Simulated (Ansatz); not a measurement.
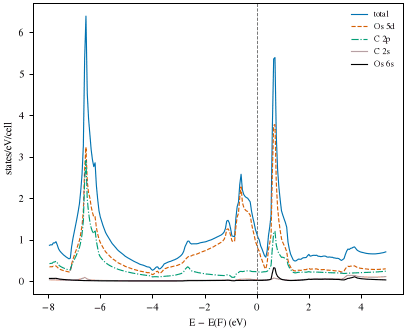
Figure: Total and projected density of states of OsC (rock salt, Fm-3m), DFT-PBEsol in the program Ansatz with PAW potentials

Q: Which orbitals carry the states next to the Fermi level?

A: Within 0.5 eV of the Fermi level: Os 5d 77 %, C 2p 18 %. Projections are on Löwdin-orthogonalised atomic valence shells; empty p or d shells of many metals are not among them.

Q: Where is the tallest occupied peak in this window, and what makes it?

A: Near -6.5 eV, about 6.4 states/eV per cell; the largest projected share is Os 5d.

The start of the workflow was typed in or built on a structure type; neither database checked (COD, Materials Project) lists it. Its standing as an ambient phase is unchecked. Symmetry was held in the PBEsol relaxation. At this level the phase is dynamically unstable (imaginary phonons). The run is not spin-polarised. Its formation energy is positive at this level, so the cell may be metastable or incomplete. Spin–orbit coupling is left out wherever it is not named.

Potentials: the later of the program's two PAW sets.
